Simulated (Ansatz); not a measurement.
Input

```
crystal:
  periodic: [false, false, false]
  atoms:
    - { symbol: Si, position_ang: [0.0, 0.0, 0.0] }
    - { symbol: H, position_ang: [0.0, 0.0, 1.46] }
    - { symbol: Cl, position_ang: [2.0086, 0.0, -0.7093] }
    - { symbol: H, position_ang: [-0.6877, 1.1914, -0.4862] }
    - { symbol: H, position_ang: [-0.6877, -1.1914, -0.4862] }
basis:
  gaussian: { orbitals: def2-SVP }
hamiltonian:
  xc: revpbe
  dispersion: d4
relax:
  f_tol: 0.02
  max_steps: 40
output:
  orbitals: {}
```

Command:

```sh
ansatz run input.yaml --threads 1 --pin off --max-ram 2048MiB --backend cpu --events-out ev --progress --plain --runs-dir out
```

The fields are those of the run's last geometry, not of the input's.

All numbers below come from RKS revPBE-D4/def2-SVP (Ansatz 0.2.0).

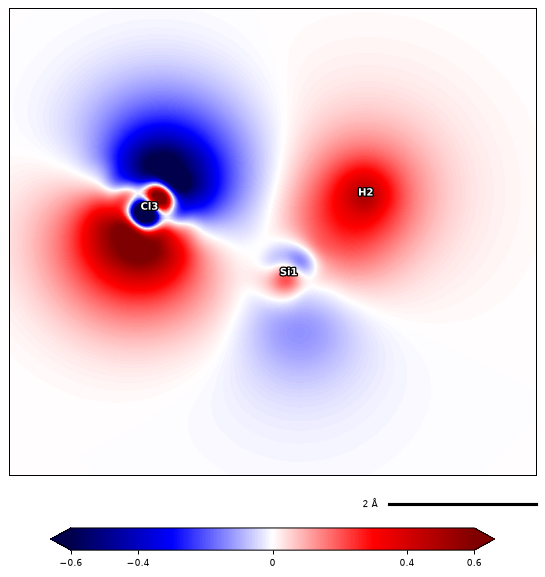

ClH$_{3}$Si. The HOMO on the plane of atoms H2, Si1 and Cl3 (values in Å⁻³ᐟ²; the overall sign is arbitrary).

Question: Describe this orbital and give its energy.

Answer: Its weight (Hirshfeld) is mainly on Cl3 (about 75 %) and Si1 (about 10 %); largely a lone pair of Cl3. It is one of a degenerate set, so its orientation is arbitrary. Its energy is −7.42 eV.
